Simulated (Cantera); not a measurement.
Feed: 1 mol SiCl₄, 1.2 mol Cl₂, 1.8 mol H₂, 0.97 mol HCl, at 690 Torr.

These are equilibrium values from Cantera (NASA tables, ideal gas, pure condensed phases), not measurements of a reactor. Candidate condensed phases: Si; 19 gas species. The tables' values for SiCl₃ are old estimates; treat these amounts as uncertain. The numbers say what is thermodynamically allowed, not how fast it happens.

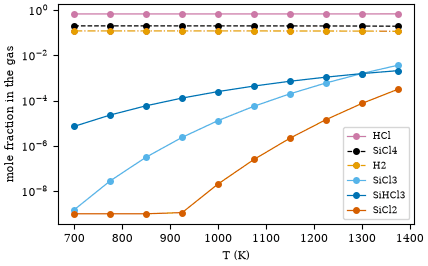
Fig. 1. Equilibrium gas composition (values under 1e-9 drawn at 1e-9)

From 700 K to 1375 K nothing is condensed. The main Si-bearing gas is SiCl₄ throughout.
